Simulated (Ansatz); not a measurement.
**BCl2H2InO: density, localisation and related maps**

The calculation's input:

```
crystal:
  periodic: [false, false, false]
  atoms:
    - { symbol: O, position_ang: [-0.6155, -1.2762, -1.3185] }
    - { symbol: In, position_ang: [-0.7991, 0.0396, -0.2692] }
    - { symbol: B, position_ang: [0.4573, 1.1327, 1.0702] }
    - { symbol: Cl, position_ang: [0.4064, -0.357, 2.1411] }
    - { symbol: Cl, position_ang: [1.8504, 1.2363, -0.1739] }
    - { symbol: H, position_ang: [0.2031, -1.5635, -1.004] }
    - { symbol: H, position_ang: [-1.41839, -1.19367, -1.89179] }
magnetization:
  spin_polarized: true
basis:
  gaussian: { orbitals: def2-SVP }
hamiltonian:
  xc: pbe
  dispersion: d4
relax:
  f_tol: 0.02
  max_steps: 50
output:
  orbitals: {}
```

Run with:

```sh
ansatz run input.yaml --threads 2 --pin off --max-ram 3072MiB --backend cpu --events-out ev --progress --plain --runs-dir out
```

The fields are those of the relaxed geometry.

Core potentials replace the inner electrons of In.

The calculation used UKS PBE-D4/def2-SVP (Ansatz).

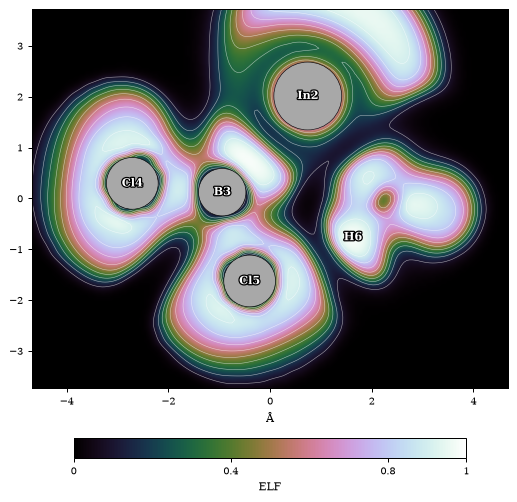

Figure 1. ELF on the plane of atoms In2, B3 and Cl4. Grey discs cover the atomic cores.

Q: What do the fields say about this system?

A: The section cuts through In, B, Cl and H sites. B–Cl (1.78 Å): the ELF peaks at about 0.90 between the atoms: a shared but strongly polarised pair. In–B (2.53 Å): the ELF peaks at about 1 in the valence shell of B, 0.8 Å from its nucleus, and drops to about 0.20 between the two atoms. B–Cl (1.83 Å): the ELF peaks at about 0.90 between the atoms; a polar covalent bond. The ELF also peaks beside Cl5 and Cl4, away from the bonds: lone-pair regions.

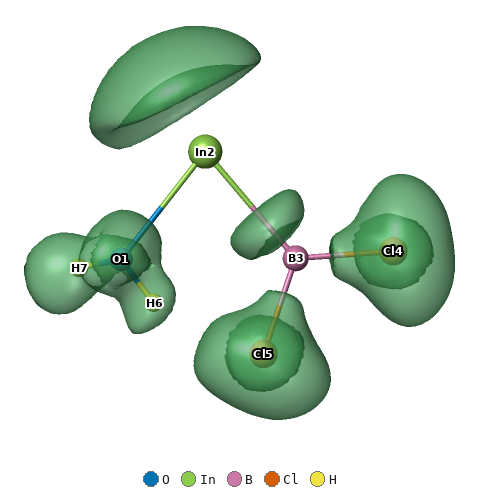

Figure 2. Isosurface of the electron localisation function at 0.75 (green), seen across its widest extent. Only the valence region is drawn (cores and ρ < 0.01 e/Å³ removed).

Q: Identify the bonds, lone pairs and shells in this picture.

A: The ELF exceeds this value in one lobe of the valence shell of B pointing towards In (polar bonds), two regions on Cl in which the atom's valence shell and bonds are merged, one lobe on In, pointing away from the bonds (lone pairs) and one joined region spread over several atoms (H, O), in which their bonds and any lone pairs are merged.

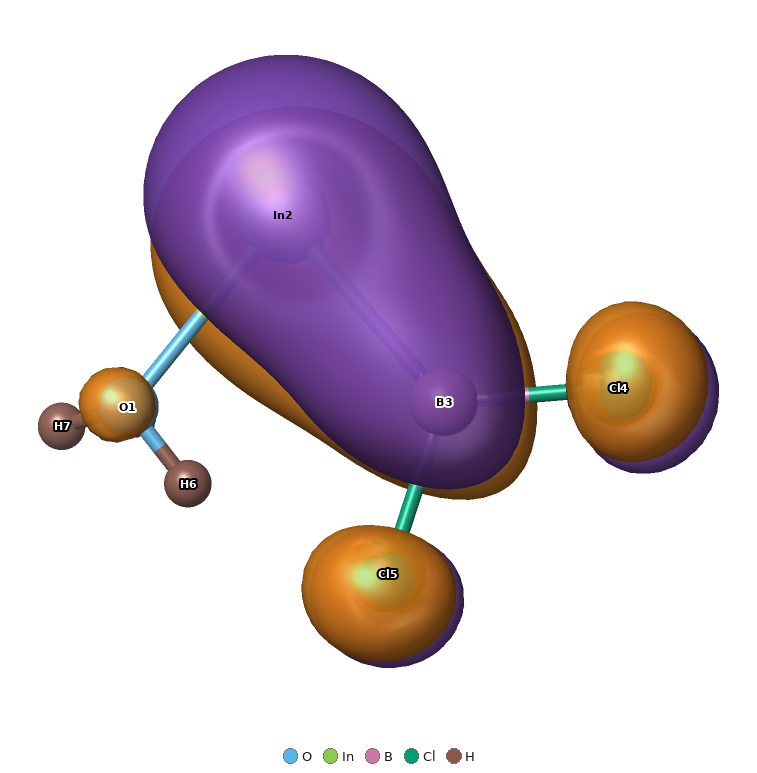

Figure 3. One frontier orbital at ±0.08 Å⁻³ᐟ² (orange and purple are the two phases), seen across its widest extent.

Q: Which orbital is it: HOMO or LUMO?

A: The LUMO, at −2.73 eV. It lies mainly on In2 (about 50 %), B3 (about 30 %), Cl4 (about 10 %) and Cl5 (about 10 %); π-bonding across In2–B3.
